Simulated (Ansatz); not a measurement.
# MgZrO3 (built on the sites of a database entry of BaZrO3): a soft mode frozen in

Aim: this structure of MgZrO3 (built on the sites of a database entry of BaZrO3) is to be tested for unstable modes, and one is followed downhill.

Main program and level: Ansatz 0.2.0; DFT PBEsol, scalar-relativistic, plane waves, norm-conserving pseudopotentials.

The structure was built from a prototype and need not be the compound's stable phase.

## Step 1: Starting point

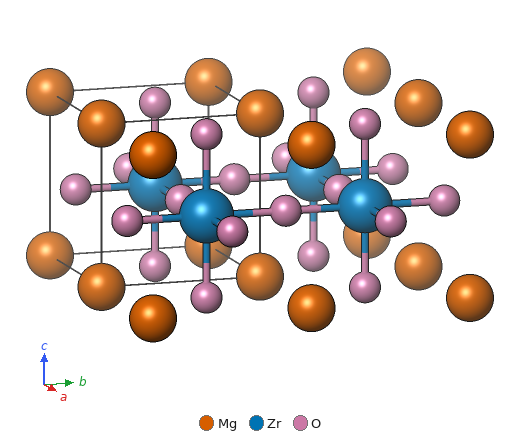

Start, viewed slightly off an axis; magnesium orange, zirconium blue, oxygen pink. 2×2×1 cells are drawn. Some periodic images of atoms are drawn too.

As a file:

```cif
data_structure
_symmetry_space_group_name_H-M 'P 1'
_symmetry_Int_Tables_number 1
_cell_length_a 4.0712
_cell_length_b 4.0712
_cell_length_c 4.0712
_cell_angle_alpha 90.000
_cell_angle_beta 90.000
_cell_angle_gamma 90.000
_cell_volume 67.48
loop_
_atom_site_label
_atom_site_type_symbol
_atom_site_fract_x
_atom_site_fract_y
_atom_site_fract_z
_atom_site_occupancy
Mg1 Mg 0.00000 0.00000 0.00000 1
Zr2 Zr 0.50000 0.50000 0.50000 1
O3 O 0.00000 0.50000 0.50000 1
O4 O 0.50000 0.00000 0.50000 1
O5 O 0.50000 0.50000 0.00000 1
```

## Step 2: Modes at Γ

The cell comes from relaxations at this level that are not shown. The zone centre is the only wavevector solved here; it holds the modes that light can see, as far as symmetry allows. The response to a homogeneous field gives the Born charges and the dielectric tensor, and its change with displacement the Raman tensors.

Contents of input.yaml:

```yaml
crystal:
  lattice:
    - [4.071198049, 0.0, 0.0]
    - [0.0, 4.071198049, 0.0]
    - [0.0, 0.0, 4.071198049]
  atoms:
    - { symbol: Mg, position: [0.0, 0.0, 0.0] }
    - { symbol: Zr, position: [0.5, 0.5, 0.5] }
    - { symbol: O, position: [0.0, 0.5, 0.5] }
    - { symbol: O, position: [0.5, 0.0, 0.5] }
    - { symbol: O, position: [0.5, 0.5, 0.0] }
kpoints:
  mp_grid: { grid: [8, 8, 8] }
hamiltonian:
  xc: pbesol
  pseudopotentials: { kind: nc }
scf:
  occupations: { method: fixed }
output:
  eigenvalues: true
phonons:
  method: dfpt
  dielectric: true
  rigid_motions: translations
  raman: true
```

On the command line:

```
> ansatz run input.yaml --threads 4 --pin off --max-ram 7168MiB --backend cpu --events-out ev --progress --plain --runs-dir out
```

Numbers of over 12 decimals in the logs are rounded to 6 here.

The program printed:

```text
Engine: ansatz 0.2.0, aarch64-unknown-linux-gnu
Pseudopotentials: kind: nc
Pseudopotential: Mg, nc, valence charge 10, recommended cutoff 1142.878222 eV (normal), Mg.nc.azcp (PseudoDojo's, or run here from an input of PseudoDojo's: the run reads no file of this project's for it)
Pseudopotential: Zr, nc, valence charge 12, recommended cutoff 897.975746 eV (normal), Zr.nc.azcp (PseudoDojo's, or run here from an input of PseudoDojo's: the run reads no file of this project's for it)
Pseudopotential: O, nc, valence charge 6, recommended cutoff 1142.878222 eV (normal), O.nc.azcp (PseudoDojo's, or run here from an input of PseudoDojo's: the run reads no file of this project's for it)
Functional definition: PBEsol
  exchange = pbesol_x
  correlation = pbesol_c
Crystal: 5 atoms, lattice volume = 67.479 Å³
Basis set: ecut = 1142.878222 eV, 5887 PW (Γ), exchange–correlation on 90×90×90 points (8 copies of the dense FFT grid, shifted against one another)
Bands: 25, of which v1, the nominal top of the filled ones, is band 20 counted from 1 (19 counted from 0)
Symmetry: 48 space group operations
k-points: 170 of 512 (irreducible under 2 space group operations, time reversal used)
Non-local potential: Mg, projectors of the file, l = 0: 2, l = 1: 2
Non-local potential: Zr, projectors of the file, l = 0: 2, l = 1: 2, l = 2: 2
Non-local potential: O, projectors of the file, l = 0: 2, l = 1: 2, l = 2: 1
Initial density: superposition of atomic densities (chi_scale 0.1, normalization cell, long waves kept (reshape's long-wave potential 0.00 eV rms))
Initial wavefunctions: pseudopotential atomic-orbital guess
Functional: x = pbesol(κ = 0.804, μ = 0.123457), c = pbesol(β = 0.046)
SCF iter   1: F=—  HF=-4343.686872 eV  |F-HF|=—  |Δ(HF+E_count)|=         —  Δρ=6.73e-2  dr2=3.36e0  ethr=3.10e-3  ⟨swp⟩=5.3  Hψ=17448  notcnv=0  defer=414
preconditioner: auto → Resta (q_TF=auto, 2.501 Å⁻¹)  ε∞=5.0  [insulator: Δε(μ)=1.763 eV  Ē_g=11.064 eV  n_scr=18 (ndim 8)  ℏωp=22.1 eV  f_vac=0.000  ε∞_Penn≈5.0]
SCF iter   2: F=—  HF=-4342.773147 eV  |F-HF|=—  |Δ(HF+E_count)|=   9.14e-1  Δρ=3.62e-2  dr2=1.07e0  ethr=3.10e-3  ⟨swp⟩=2.8  Hψ=9292  notcnv=0  defer=429
SCF iter   3: F=—  HF=-4342.443351 eV  |F-HF|=—  |Δ(HF+E_count)|=   3.30e-1  Δρ=8.68e-3  dr2=7.03e-2  ethr=2.67e-3  ⟨swp⟩=3.7  Hψ=9015  notcnv=0  defer=443
SCF iter   4: F=—  HF=-4342.431710 eV  |F-HF|=—  |Δ(HF+E_count)|=   1.16e-2  Δρ=4.31e-3  dr2=9.39e-3  ethr=1.76e-4  ⟨swp⟩=2.2  Hψ=6964  notcnv=0  defer=490
SCF iter   5: F=—  HF=-4342.430131 eV  |F-HF|=—  |Δ(HF+E_count)|=   1.58e-3  Δρ=8.07e-4  dr2=7.01e-4  ethr=2.35e-5  ⟨swp⟩=2.2  Hψ=6395  notcnv=0  defer=494
SCF iter   6: F=—  HF=-4342.429956 eV  |F-HF|=—  |Δ(HF+E_count)|=   1.75e-4  Δρ=2.67e-4  dr2=3.27e-5  ethr=1.75e-6  ⟨swp⟩=2.1  Hψ=6341  notcnv=0  defer=494
SCF iter   7: F=—  HF=-4342.429945 eV  |F-HF|=—  |Δ(HF+E_count)|=   1.11e-5  Δρ=3.20e-5  dr2=5.10e-7  ethr=8.17e-8  ⟨swp⟩=2.0  Hψ=6091  notcnv=0  defer=372
SCF iter   8: F=—  HF=-4342.429876 eV  |F-HF|=—  |Δ(HF+E_count)|=   6.95e-5  Δρ=4.75e-6  dr2=1.41e-8  ethr=1.27e-9  ⟨swp⟩=2.1  Hψ=6736  notcnv=0  defer=222
SCF iter   9: F=—  HF=-4342.429876 eV  |F-HF|=—  |Δ(HF+E_count)|=   8.95e-9  Δρ=8.05e-7  dr2=3.73e-10  ethr=3.54e-11  ⟨swp⟩=2.3  Hψ=6790  notcnv=0  defer=222
SCF iter  10: F=-4342.429876 eV  HF=-4342.429876 eV  |F-HF|=1.09e-11  |Δ(HF+E_count)|=  4.17e-10  Δρ=1.55e-7  dr2=9.03e-12  ethr=1.00e-12  ⟨swp⟩=14.6  Hψ=30038  notcnv=0
SCF 1 converged in 10 iterations: F = -4342.429876 eV  dr2 = 9.03e-12
DFPT response loops at Γ: preconditioner auto → Resta (q_TF=auto, 2.501 Å⁻¹)  ε∞=8.8 (no band partly filled); β = 1.00, the filter's whole step (`scf.mixing.beta` (0.50) is not read by the response loops at its default; to damp them type it under 1.00, their step now; it binds the ground state too); Broyden in place of MSR1
── the response to a field inside a basis, on 10×10×10 k-points: an SCF that follows is theirs, and a resumed run solves both again ──
Bands: 21, of which v1, the nominal top of the filled ones, is band 20 counted from 1 (19 counted from 0)
k-points: 35
Initial density: handed on by an earlier stage of this run
Initial wavefunctions: pseudopotential atomic-orbital guess (no wavefunctions were taken with the density)
Eigensolver: Dense (35 Hₖ)
SCF iter   1: F=—  HF=-4342.416981 eV  |F-HF|=—  |Δ(HF+E_count)|=         —  Δρ=1.37e-4  dr2=9.33e-7  ethr=1.00e-1
preconditioner: auto → Resta (q_TF=auto, 2.501 Å⁻¹)  ε∞=7.3  [insulator: Δε(μ)=0.934 eV  Ē_g=8.797 eV  n_scr=18 (ndim 8)  ℏωp=22.1 eV  f_vac=0.000  ε∞_Penn≈7.3]
SCF iter   2: F=—  HF=-4342.416983 eV  |F-HF|=—  |Δ(HF+E_count)|=   2.55e-6  Δρ=7.12e-5  dr2=2.72e-7  ethr=2.33e-9
SCF iter   3: F=—  HF=-4342.416984 eV  |F-HF|=—  |Δ(HF+E_count)|=   9.95e-7  Δρ=2.71e-6  dr2=4.44e-9  ethr=6.79e-10
SCF iter   4: F=—  HF=-4342.416984 eV  |F-HF|=—  |Δ(HF+E_count)|=  3.29e-10  Δρ=1.71e-6  dr2=1.52e-9  ethr=1.11e-11
SCF iter   5: F=—  HF=-4342.416984 eV  |F-HF|=—  |Δ(HF+E_count)|=  2.36e-10  Δρ=4.54e-7  dr2=1.70e-10  ethr=3.79e-12
SCF iter   6: F=-4342.416984 eV  HF=-4342.416984 eV  |F-HF|=0.00e0  |Δ(HF+E_count)|=  1.36e-11  Δρ=9.42e-8  dr2=6.33e-12  ethr=1.00e-12
SCF 1 converged in 6 iterations: F = -4342.416984 eV  dr2 = 6.33e-12
DFPT response loops at Γ: preconditioner auto → Resta (q_TF=auto, 2.501 Å⁻¹)  ε∞=8.0 (no band partly filled); β = 1.00, the filter's whole step (`scf.mixing.beta` (0.50) is not read by the response loops at its default; to damp them type it under 1.00, their step now; it binds the ground state too); Broyden in place of MSR1
DFPT response loops at Γ: mixed as the last ones told, above
WARN: field response: ε∞ stands inside a basis, on 10×10×10 points; the force constants stand on the 8×8×8 k-mesh, whose period is 13.34 times the interband length at k = (0.0000, 0.0000, 0.0000), direct gap 1.082 eV, under 14: take them and everything formed from them as unconverged, and compare with a denser kpoints.mp_grid
SCF converged after 10 iterations
Free energy (F): -4342.429876 eV
Harris-Foulkes:  -4342.429876 eV  (|F-HF|=1.09e-11)
Internal energy: -4342.429876 eV  (E = F + TS)
E sigma→0 (E₀):  -4342.429876 eV
Fermi energy:    7.318983 eV
--- Per-component energies (eV) ---
  E_band       = -495.642136
  E_kinetic    = 2210.046805
  E_local      = -3537.139331  (includes V_loc(G=0)·N_el)
  E_nonlocal   = -556.993171
  E_hartree    = 1135.846911
  E_xc         = -820.920147
  E_vxc        = -883.250300  (∫ρ·V_xc dr)
  E_ewald      = -2773.270942
  E_smearing   = -0.000000  (= −TS)
  E_closure    = -0.000000  (closes the sum)
  Σ components = -4342.429876   (vs F -4342.429876, Δ=0.00e0)
--- Band table (eV; the first three rows and the last of 170) ---
  k-point 0: bands = [... 16 lower, 6.2872, 7.0191, 7.0191, 7.0191, 8.1012, 11.1263, 11.1263, 11.1263, ... 1 higher]
  k-point 1: bands = [... 16 lower, 6.2189, 6.3701, 6.9893, 6.9893, 8.5462, 11.1510, 11.4786, 11.4786, ... 1 higher]
  k-point 2: bands = [... 16 lower, 5.8913, 6.0607, 6.9564, 6.9564, 9.4329, 11.2121, 12.2862, 12.2862, ... 1 higher]
  k-point 169: bands = [... 16 lower, 3.7939, 7.3190, 7.3190, 7.3190, 9.6040, 15.0400, 15.0400, 15.0400, ... 1 higher]
--- Phonons (Γ-DFPT): 4 representative perturbations + reference, on 170 of 512 k-points (Σ response iterations 13) ---
  k mesh reduced under 2 symmetry operations, with k and −k counted as one. Each operation leaves every solved perturbation unchanged. A smaller set is not considered because the run solves the response to a homogeneous field
  ASR residual: 1.217e-2 → 0.000e0 eV/Å²; symmetrization residual: 6.573e-6 eV/Å²
  ASR residual per site (eV/Å²): 1.22e-2 1.73e-4 5.82e-5 5.82e-5 5.82e-5
  Γ frequencies (cm⁻¹): -258.17 -258.17 -258.17 -217.81 -217.81 -217.81 0.00 0.00 0.00 182.45 182.45 182.45 641.12 641.12 641.12
  ε∞ (high-frequency dielectric tensor):
        5.194648     0.000000    -0.000000
        0.000000     5.194648     0.000000
       -0.000000     0.000000     5.194648
  softest optical mode at Γ: -258.17 cm⁻¹; the repairs (sum rule, projections) moved no ω² at Γ by more than (11.74 cm⁻¹)²
  Born effective charges Z* (e; rows j = field, columns β = displacement):
    site 0:
         2.68769   -0.00000   -0.00000
        -0.00000    2.68769    0.00000
         0.00000    0.00000    2.68769
    site 1:
         5.83653   -0.00000    0.00000
         0.00000    5.83653    0.00000
        -0.00000    0.00000    5.83653
    site 2:
        -4.97399   -0.00000    0.00000
        -0.00000   -1.77511    0.00000
         0.00000    0.00000   -1.77511
    site 3:
        -1.77511    0.00000    0.00000
         0.00000   -4.97399    0.00000
         0.00000    0.00000   -1.77511
    site 4:
        -1.77511    0.00000    0.00000
        -0.00000   -1.77511    0.00000
         0.00000    0.00000   -4.97399
  Z* charge neutrality: 1.204e-3 e pre-enforcement
  solved inside a basis spanned on kpoints, on 10×10×10 k-points transformed towards the longest dipole: ε∞ is read to err by 2.0e-2, Z* by 5.2e-2 e (field_mesh: kpoints solves on kpoints); Z* is corrected for what the basis lacks
  Raman tensors (in the event stream and the table raman_tensors.tsv): an entry may err by 3.5e-3 Å², one of the second-order susceptibility by 1.0e-18 pm/V (basis, points and sum rule); their sum over the sites missed zero by 1.412e-20 Å² ahead of its enforcement
  optical modes at Γ without the LO–TO term, one row a degenerate level:
      ω (cm⁻¹)  modes    IR ((D/Å)²/amu)  static Raman (Å⁴/amu)  depolarisation
       -258.17      3            67.5607                 0.0000               —
       -217.81      3             0.0000                 0.0000               —
        182.45      3            14.5385                 0.0000               —
        641.12      3            98.6090                 0.0000               —
  optical modes at Γ + LO–TO along q̂ = [1.0000, 0.0000, 0.0000]:
      ω (cm⁻¹)  modes    IR ((D/Å)²/amu)  static Raman (Å⁴/amu)  depolarisation
       -258.17      2            45.0405                 0.0000               —
       -217.81      3             0.0000                 0.0000               —
        -74.12      1             2.8636                 0.0000               —
        182.45      2             9.6923                 0.0000               —
        279.77      1             7.1758                 0.0000               —
        641.12      2            65.7393                 0.0000               —
        819.39      1            50.1967                 0.0000               —
  optical modes at Γ + LO–TO along q̂ = [0.0000, 1.0000, 0.0000]:
      ω (cm⁻¹)  modes    IR ((D/Å)²/amu)  static Raman (Å⁴/amu)  depolarisation
       -258.17      2            45.0405                 0.0000               —
       -217.81      3             0.0000                 0.0000               —
        -74.12      1             2.8636                 0.0000               —
        182.45      2             9.6923                 0.0000               —
        279.77      1             7.1758                 0.0000               —
        641.12      2            65.7393                 0.0000               —
        819.39      1            50.1967                 0.0000               —
  optical modes at Γ + LO–TO along q̂ = [0.0000, 0.0000, 1.0000]:
      ω (cm⁻¹)  modes    IR ((D/Å)²/amu)  static Raman (Å⁴/amu)  depolarisation
       -258.17      2            45.0405                 0.0000               —
       -217.81      3             0.0000                 0.0000               —
        -74.12      1             2.8636                 0.0000               —
        182.45      2             9.6923                 0.0000               —
        279.77      1             7.1758                 0.0000               —
        641.12      2            65.7393                 0.0000               —
        819.39      1            50.1967                 0.0000               —
```

It took 4.9 min on 4 threads of Arm Neoverse V2, shared host; peak memory 4 GiB; 19 min of CPU time.

Numbers from this step:

```
gap on the k-mesh                                       : 0.7822 eV
volume per atom                                         : 13.50 Å³
sum-rule residual before enforcement                    : 0.01217 eV/Å²
miss of the charge sum rule                             : 0.001204 e
estimated error of the dielectric tensor                : 0.02043
estimated error of the Born charges                     : 0.05159 e
point group                                             : m-3m
highest optical mode at the zone centre (no LO-TO term) : 641.1 cm⁻¹
lowest optical zone-centre mode                         : -258.2 cm⁻¹
mean high-frequency dielectric constant                 : 5.195
largest Born charge (third of the trace)                : 5.837 e
top of the zone-centre spectrum with the field          : 819.4 cm⁻¹
```

Without the LO-TO term. Patterns of degenerate modes are one choice out of their space. The modes at Γ (shares of kinetic energy by element, %) (negative means imaginary):

| mode | frequency (cm⁻¹) | symmetry | Mg % | Zr % | O % |
| --- | --- | --- | --- | --- | --- |
| 1 | -258.2 | T1u | 57 | 0 | 43 |
| 2 | -258.2 | T1u | 57 | 0 | 43 |
| 3 | -258.2 | T1u | 57 | 0 | 43 |
| 4 | -217.8 | T2u | 0 | 0 | 100 |
| 5 | -217.8 | T2u | 0 | 0 | 100 |
| 6 | -217.8 | T2u | 0 | 0 | 100 |
| 7 | 0.0 | acoustic | 15 | 56 | 29 |
| 8 | 0.0 | acoustic | 15 | 56 | 29 |
| 9 | 0.0 | acoustic | 15 | 56 | 29 |
| 10 | 182.4 | T1u | 28 | 38 | 33 |
| 11 | 182.4 | T1u | 28 | 38 | 33 |
| 12 | 182.4 | T1u | 28 | 38 | 33 |
| 13 | 641.1 | T1u | 0 | 6 | 94 |
| 14 | 641.1 | T1u | 0 | 6 | 94 |
| 15 | 641.1 | T1u | 0 | 6 | 94 |

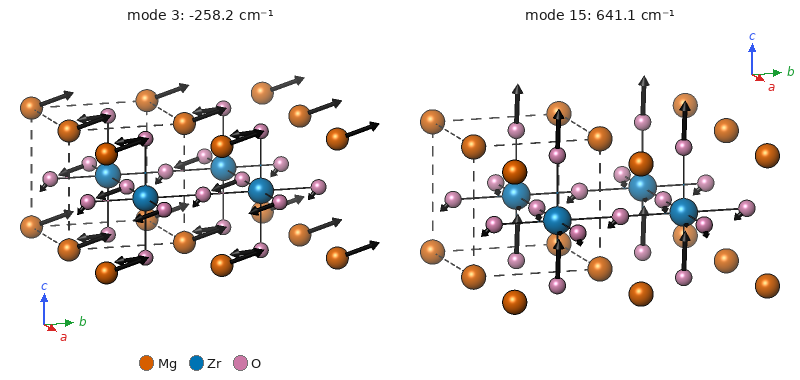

Displacement patterns of modes 3 and 15 at Γ; arrows are exaggerated. 2×2×1 cells are drawn. Some periodic images of atoms are drawn too.

Before it was imposed, the acoustic sum rule was missed by 0.012 eV/Å² and the charge sum rule by 0.0012 e. Small misses are needed for a sound result but don't prove that mesh and cutoff are converged. The lowest optical mode is imaginary, 258.2i cm⁻¹, so the energy falls along it.

The log warns of the k mesh: “the force constants stand on the 8×8×8 k-mesh, whose period is 13.34 times the interband length at k = (0.0000, 0.0000, 0.0000), direct gap 1.082 eV, under 14: take them and everything formed from them as unconverged”.

## Step 3: The mode frozen in, largest atomic shift 0 Å

The mode followed lies at Γ with frequency 258.2i cm⁻¹ and is 3-fold degenerate, the softest among the wavevectors solved. At small amplitude the distorted cell has space group no. 38 by a symmetry search on the positions. The undistorted cell that holds it gives the zero of energy on the same k mesh.

input.yaml, as its differences from that of step 2:

```diff
@@ -17,9 +17,6 @@
 scf:
-  occupations: { method: fixed }
+  occupations: { method: gaussian, width: 0.02 }
 output:
+  forces: true
+  stress: true
   eigenvalues: true
-phonons:
-  method: dfpt
-  dielectric: true
-  rigid_motions: translations
-  raman: true
```

The program printed:

```text
[...]
Crystal: 5 atoms, lattice volume = 67.479 Å³
Basis set: ecut = 1142.878222 eV, 5887 PW (Γ), exchange–correlation on 90×90×90 points (8 copies of the dense FFT grid, shifted against one another)
Bands: 25, of which v1, the nominal top of the filled ones, is band 20 counted from 1 (19 counted from 0)
Symmetry: 48 space group operations
[...]
k-points: 35 of 512
[...]
P = ⅓ Tr σ = 0.0027 GPa (0.027 kbar)
--- Band table (eV; the first three rows and the last of 35) ---
  k-point 0: bands = [... 16 lower, 6.2872, 7.0191, 7.0191, 7.0191, 8.1012, 11.1263, 11.1263, 11.1263]
  k-point 1: bands = [... 16 lower, 6.2188, 6.3701, 6.9892, 6.9892, 8.5462, 11.1510, 11.4787, 11.4787]
  k-point 2: bands = [... 16 lower, 5.8913, 6.0607, 6.9563, 6.9563, 9.4329, 11.2121, 12.2862, 12.2862]
  k-point 34: bands = [... 16 lower, 3.7939, 7.3189, 7.3189, 7.3189, 9.6040, 15.0400, 15.0400, 15.0400]
[key lines of the parts left out:]
SCF converged after 8 iterations
Free energy (F): -4342.429876 eV
Fermi energy:    7.710345 eV
```

The job ended after 2.6 s (4 threads; peak memory 0.55 GiB).

This step gave:

```
pressure                         : 0.002716 GPa
energy from the undistorted cell : 0 meV/atom
```

At this level the gap is 0.78 eV on the k-mesh of the self-consistent run, which can miss the band edges.

## Step 4: The mode frozen in, largest atomic shift 0.6 Å

The atoms are moved along the unstable eigenvector, the largest shift by 0.6 Å, with the cell fixed.

input.yaml, the sections that differ from step 3:

```yaml
crystal:
  lattice:
    - [4.071198049, 0.0, 0.0]
    - [0.0, 4.071198049, 0.0]
    - [0.0, 0.0, 4.071198049]
  atoms:
    - { symbol: Mg, position: [0.0, 0.1042111102, 0.1042111102] }
    - { symbol: Zr, position: [0.5, 0.5030504487, 0.5030504487] }
    - { symbol: O, position: [0.0, 0.4221537047, 0.4221537047] }
    - { symbol: O, position: [0.5, -0.0200133325, 0.4221537047] }
    - { symbol: O, position: [0.5, 0.4221537047, -0.0200133325] }
# kpoints, hamiltonian, scf, output: as in step 3
```

The program printed:

```text
[...]
Crystal: 5 atoms, lattice volume = 67.479 Å³
Basis set: ecut = 1142.878222 eV, 5887 PW (Γ), exchange–correlation on 90×90×90 points (8 copies of the dense FFT grid, shifted against one another)
Bands: 25, of which v1, the nominal top of the filled ones, is band 20 counted from 1 (19 counted from 0)
Symmetry: 4 space group operations
[...]
--- Band table (eV; the first three rows and the last of 105) ---
  k-point 0: bands = [... 16 lower, 5.9581, 5.9890, 6.0445, 6.9975, 8.6840, 11.1516, 12.1546, 12.5862]
  k-point 1: bands = [... 16 lower, 5.8362, 6.0417, 6.1541, 6.7987, 9.0150, 11.2871, 12.2848, 12.5138]
  k-point 2: bands = [... 16 lower, 5.6420, 5.9941, 6.0895, 6.7221, 9.7665, 11.5172, 12.6852, 12.6912]
  k-point 104: bands = [... 16 lower, 3.6742, 6.5309, 7.0522, 7.2898, 10.0338, 13.7359, 13.9196, 14.1384]
[key lines of the parts left out:]
SCF converged after 9 iterations
Free energy (F): -4343.311867 eV
Fermi energy:    7.986875 eV
P = ⅓ Tr σ = 2.1804 GPa (21.804 kbar)
```

The job ended after 13 s (4 threads; peak memory 0.72 GiB).

Numbers from this step:

* pressure: 2.180 GPa
* gap on the k-mesh: 1.394 eV
* energy from the undistorted cell: -176.4 meV/atom

The energy, extrapolated to zero smearing, is -176.40 meV/atom against the undistorted cell.

The run ends at a pressure of 2.18 GPa, with forces up to 2.0 eV/Å.

[end of part 1 of 2]

[Logs are printed without paths, hosts, clocks, repeated set-up lines and the standing remarks that a program may print on its own settings, such as how far it seeks lower states.]

[Hosts, paths, dates, database ids (printed as entryN), source tags and the programs' standing remarks are cut or masked in the printed files.]
